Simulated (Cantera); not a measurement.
Feed: 1 mol C3H6, 36 mol H2, 0.2 mol N2, 0.85 mol H2O, held at 22.0 bar.

These are equilibrium values from Cantera (NASA tables, ideal gas, pure condensed phases), not measurements of a reactor. Candidate condensed phases: C, C6H6, C7H8, C8H18, H2O; 136 gas species. Kinetics and transport are ignored.

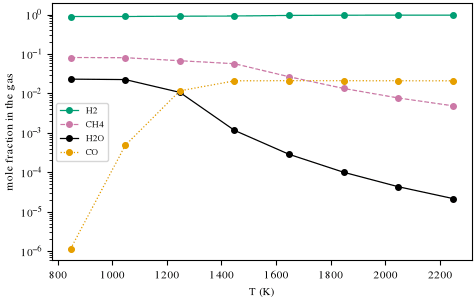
*Equilibrium gas composition (values under 1e-9 drawn at 1e-9)*

Task: Read off the mole fractions at 1048 K.

Result: H2 about 0.89, CH4 about 0.080, H2O about 0.022, CO about 0.00048.
